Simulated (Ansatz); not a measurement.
# Hf4CdCo: relaxing a made-up structure, part 2 of 2

Starting from a made-up structure for Hf4CdCo, the aim is the relaxed cell, its shortest contacts and, where a second run follows, its electronic structure.

Ansatz 0.2.0; DFT, PBEsol, plane-wave PAW, files of the set soft_1, scalar-relativistic, ferromagnetic start, cell and ions relaxed at zero pressure; PAW set soft_1 (the session's first sound run).

So far: The starting structure; Relaxing cell and atoms. The relaxed cell has a = 6.651, c = 5.163 Å (conventional setting).

## (3) Bands of the relaxed cell

A second self-consistent run takes a narrower smearing and the mesh shown in its input; the bands follow along the standard path of the relaxed lattice.

This step: DFT, PBEsol, plane-wave PAW, files of the set soft_1, scalar-relativistic, no spin, bands and density of states at the relaxed cell; PAW set soft_1 (Ansatz 0.2.0).

File input.yaml:

```yaml
crystal:
  lattice:
    - [-3.3256212292, 3.3256212292, 2.5813089893]
    - [3.3256212292, -3.3256212292, 2.5813089893]
    - [3.3256212292, 3.3256212292, -2.5813089893]
  atoms:
    - { symbol: Hf, position: [0.9068995049, 0.0931004951, 0.5] }
    - { symbol: Hf, position: [0.5931004951, 0.4068995049, 0.5] }
    - { symbol: Hf, position: [0.0931004951, 0.5931004951, 0.1862009902] }
    - { symbol: Hf, position: [0.4068995049, 0.9068995049, 0.8137990098] }
    - { symbol: Cd, position: [0.0, 0.0, 0.0] }
    - { symbol: Co, position: [0.5, 0.5, 0.0] }
kpoints:
  mp_grid: { grid: [8, 8, 8] }
  band_path:
    path:
      - [[0.0, 0.0, 0.0], [0.0, 0.0, 0.5], [-0.5, 0.5, 0.5], [0.0, 0.0, 0.0], [0.40061715, 0.40061715, -0.40061715], [0.25, 0.25, 0.25], [0.0, 0.5, 0.0], [-0.40061715, 0.59938285, 0.40061715], [-0.5, 0.5, 0.5]]
      - [[0.0, 0.0, 0.5], [0.25, 0.25, 0.25]]
    npoints: 8
scf:
  occupations: { method: fermi_dirac, width: 0.03 }
  n_extra_bands: 10
hamiltonian:
  xc: pbesol
  pseudopotentials: { kind: paw, azcp: { folder: soft_1 }, xc_functional: pbe }
output:
  forces: true
  stress: true
  write_bands: true
  dos: { projected: true }
  write_density: true
  write_potential: true
  elf: true
  volumetric_format: npy
```

The run is started by

```bash
$ ansatz run input.yaml --threads 4 --pin off --max-ram 10240MiB --backend cpu --events-out ev --progress --plain --runs-dir out
```

Numbers of over 12 decimals in the logs are rounded to 6 here.

Output:

```text
[...]
Crystal: 6 atoms, lattice volume = 114.195 Å³
Basis set: ecut = 420 eV, 2193 PW (Γ), exchange–correlation on 72×72×72 points (8 copies of the dense FFT grid, shifted against one another)
Bands: 81, of which v1, the nominal top of the filled ones, is band 71 counted from 1 (70 counted from 0)
Symmetry: 8 space group operations
[...]
k-points: 59 of 512 (time reversal used)
[...]
SCF iter   1: F=—  HF=-75679.740101 eV  |F-HF|=—  |Δ(HF+E_count)|=         —  Δρ=3.55e-1  dr2=1.55e2  ethr=3.10e-3  ⟨swp⟩=5.4  Hψ=14856  notcnv=0
[...]
SCF iter  12: F=-75672.252925 eV  HF=-75672.252925 eV  |F-HF|=3.84e-9  |Δ(HF+E_count)|=   9.76e-9  Δρ=1.99e-6  dr2=4.59e-9  ethr=1.00e-12  ⟨swp⟩=5.6  Hψ=57537  notcnv=0
WARN: eigensolver did not converge (k=39): 1 band(s) unlocked after 106 sweeps at occupation × residual norm < 1.00e-8 eV (lowest unlocked band 6, counted from 0, weighed at 2.000 electrons; max residual 7.81e-9 eV among the unlocked bands, 1.20e-6 eV over every band, not weighted by occupation; other slots of this pass that fall short are told together in one closing line; warning suppressed for the rest of this close's residual-converged pass)
SCF 1 converged in 12 iterations: F = -75672.252925 eV  dr2 = 4.59e-9
[...]
NSCF: frozen V_eff on 74 k-points
SCF converged after 12 iterations
Free energy (F): -75672.252925 eV
[...]
Internal energy: -75672.230889 eV  (E = F + TS)
E sigma→0 (E₀):  -75672.241907 eV
Entropy (-TS):   -0.022035 eV (-3.673 meV/atom)
Fermi energy:    18.401643 eV
[...]
--- Forces (eV/Å), atoms counted from 1 ---
  atom   1  Hf    -0.01242299     0.01242299     0.00000000
  atom   2  Hf     0.01242299    -0.01242299     0.00000000
  atom   3  Hf    -0.01242299    -0.01242299     0.00000000
  atom   4  Hf     0.01242299     0.01242299     0.00000000
  atom   5  Cd     0.00000000     0.00000000     0.00000000
  atom   6  Co    -0.00000000    -0.00000000    -0.00000000
  max |Σ_I F_I| component: 4.51e-17 eV/Å
--- Stress (GPa, compression-positive) ---
       -0.022525      -0.000000       0.000000
       -0.000000      -0.022525       0.000000
        0.000000       0.000000       0.003264
  P = ⅓ Tr σ = -0.0139 GPa (-0.139 kbar)
--- Band table (eV; the first three rows and the last of 59) ---
  k-point 0: bands = [... 67 lower, 17.7914, 17.7914, 18.2999, 18.4220, 18.4630, 18.6001, 18.6001, 20.1621, ... 6 higher]
  k-point 1: bands = [... 67 lower, 17.8563, 17.8844, 18.3044, 18.3651, 18.3841, 18.6334, 18.6620, 20.2779, ... 6 higher]
  k-point 2: bands = [... 67 lower, 17.9299, 17.9926, 18.1972, 18.2869, 18.3452, 18.6925, 18.7742, 20.5522, ... 6 higher]
  k-point 58: bands = [... 67 lower, 17.7175, 17.9149, 17.9149, 18.5794, 19.1106, 19.3975, 19.6651, 19.8012, ... 6 higher]
```

The job ended after 62 s (4 threads of Arm Neoverse V1, shared host; peak memory 0.94 GiB).

Numbers from this step:

```
free energy             : -75672.2529 eV
energy at zero smearing : -75672.2419 eV
smearing term TS        : 0.02204 eV
Fermi energy            : 18.40 eV
pressure                : -0.01393 GPa
```

bands.tsv at the labelled points (eV, zero at the Fermi level; the bands that come nearest the Fermi level along the path):

| point | band 67 | band 68 | band 69 | band 70 | band 71 | band 72 | band 73 | band 74 |
| --- | --- | --- | --- | --- | --- | --- | --- | --- |
| Γ | -0.67 | -0.61 | -0.61 | -0.10 | 0.02 | 0.06 | 0.20 | 0.20 |
| X | -0.85 | -0.69 | -0.65 | -0.48 | -0.18 | 0.29 | 0.38 | 0.55 |
| M | -1.12 | -0.68 | -0.49 | -0.49 | 0.18 | 0.71 | 1.00 | 1.26 |
| Γ | -0.67 | -0.61 | -0.61 | -0.10 | 0.02 | 0.06 | 0.20 | 0.20 |
| Z | -1.17 | -0.89 | -0.43 | -0.32 | 0.08 | 0.80 | 1.37 | 1.45 |
| P | -0.29 | -0.29 | 0.01 | 0.04 | 0.11 | 0.11 | 0.48 | 0.90 |
| N | -1.10 | -0.57 | -0.27 | -0.11 | 0.38 | 0.52 | 0.80 | 0.88 |
| Z1 | -1.17 | -0.89 | -0.43 | -0.32 | 0.08 | 0.80 | 1.37 | 1.45 |
| M | -1.12 | -0.68 | -0.49 | -0.49 | 0.18 | 0.71 | 1.00 | 1.26 |
| X | -0.85 | -0.69 | -0.65 | -0.48 | -0.18 | 0.29 | 0.38 | 0.55 |
| P | -0.29 | -0.29 | 0.01 | 0.04 | 0.11 | 0.11 | 0.48 | 0.90 |

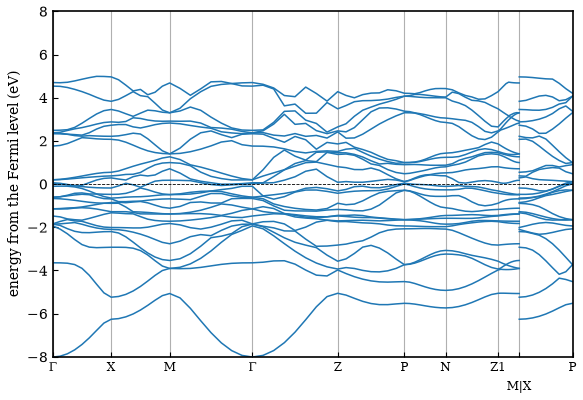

Bands along the path. 57 bands lie wholly below the window drawn.

States per cell as run, both spins, in windows of 1 eV, from dos.tsv (zero at the Fermi level):

| from | to | total |
| --- | --- | --- |
| -8 | -7 | 0.33 |
| -7 | -6 | 0.90 |
| -6 | -5 | 0.79 |
| -5 | -4 | 1.54 |
| -4 | -3 | 2.67 |
| -3 | -2 | 3.75 |
| -2 | -1 | 8.60 |
| -1 | 0 | 8.48 |
| 0 | 1 | 5.78 |
| 1 | 2 | 4.25 |
| 2 | 3 | 4.05 |

Below -8 eV lie 114.0 more states.

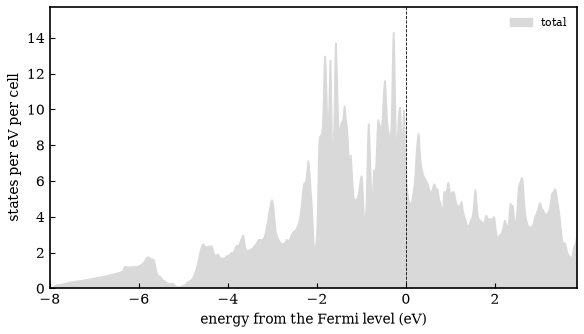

Total density of states, smoothed over about 0.04 eV.

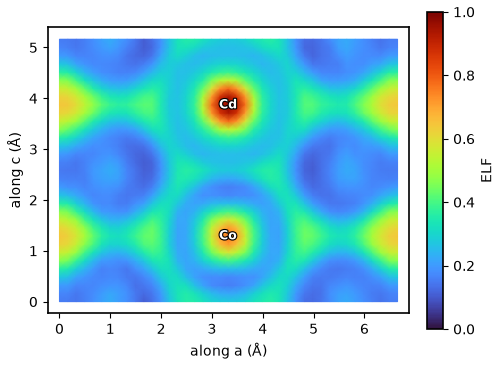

ELF in the ac plane of the conventional cell at fractional y = 0.000, with atoms of Cd and Co within 0.2 Å of it. It is the smooth field of the valence electrons, not physical close to the nuclei. The map starts off the cell's origin, so that atoms lie inside it.

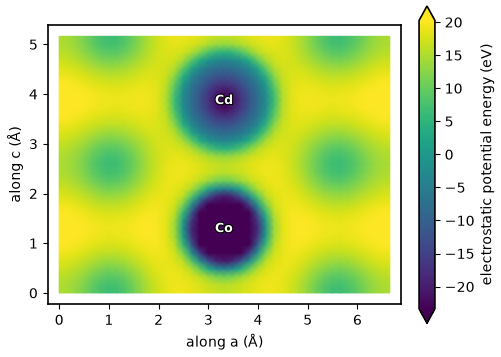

Electrostatic potential energy in the ac plane of the conventional cell at fractional y = 0.000, with atoms of Cd and Co within 0.2 Å of it. With pseudopotentials it is smooth inside the atoms' cores, unlike the true potential. The map starts off the cell's origin, so that atoms lie inside it.

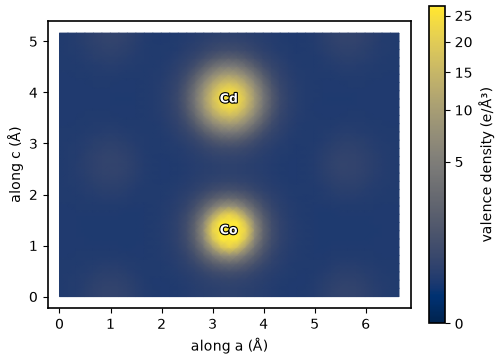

Valence density in the ac plane of the conventional cell at fractional y = 0.000, with atoms of Cd and Co within 0.2 Å of it. It is the smooth field of the valence electrons, not physical close to the nuclei. The map starts off the cell's origin, so that atoms lie inside it. The colour scale is stretched toward low values.

## (4) Results

- space group, relaxed: I422
- conventional cell: a = 6.651, b = 6.651, c = 5.163 Å; α = 90.0°, β = 90.0°, γ = 90.0°
- volume per atom: 19.03 Å³ (guess 19.98)
- total moment: 0.00 μB in the cell of 6 atoms

In words: Hf4CdCo relaxes to I422 with a = 6.651, b = 6.651 and c = 5.163 Å. The guessed volume was 5 % too large. The space group I422 was held in the relaxation, so the end point is a stationary structure within it and may be a saddle against distortions or other arrangements. The moments died out from this one start and weren't seeded again at the relaxed cell. Bands cross the Fermi level, so it is a metal or semimetal at this level. The electron count is odd, which forces that without spin polarisation or a larger cell. On the 8×8×8 mesh with the narrower smearing (relaxed on 7×7×7) the largest force component is 0.012 eV/Å and the largest stress component is 0.023 GPa, within the relaxation's thresholds of 0.015 eV/Å and 0.05 GPa. The cutoff wasn't tested. Spin-orbit coupling is left out, which can matter for elements this heavy. No dispersion term is used, so weakly bound directions may come out too long. Nothing here tests whether the compound is stable against decomposition.

[Logs are printed without paths, hosts, clocks, repeated set-up lines and the standing remarks that a program may print on its own settings, such as how far it seeks lower states.]

[Hosts, paths, dates, database ids (printed as entryN), source tags and the programs' standing remarks are cut or masked in the printed files.]
